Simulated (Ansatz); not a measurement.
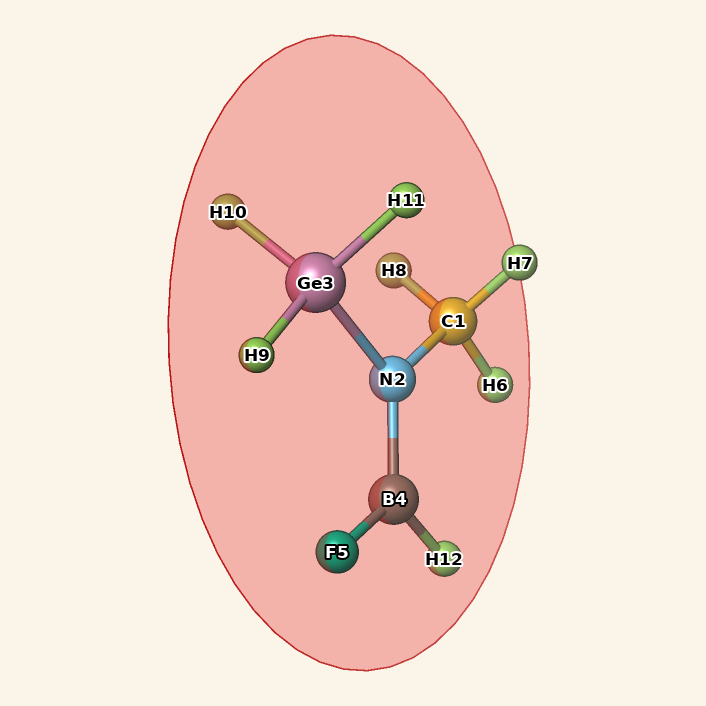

A disc through the centre of mass is drawn in. Depth is shown by fading: the farther an atom, the more it takes the colour of the background. Computed geometry: PBE0-D4/def2-TZVP optimisation. No frequency run is at hand to confirm it as a minimum.

> Is the plane of the disc a mirror plane of the structure?

Yes. The reflection leaves C1, N2, Ge3, B4, F5, H6, H9, H12 in place and moves H7 ↔ H8; H10 ↔ H11. The point group is Cs.
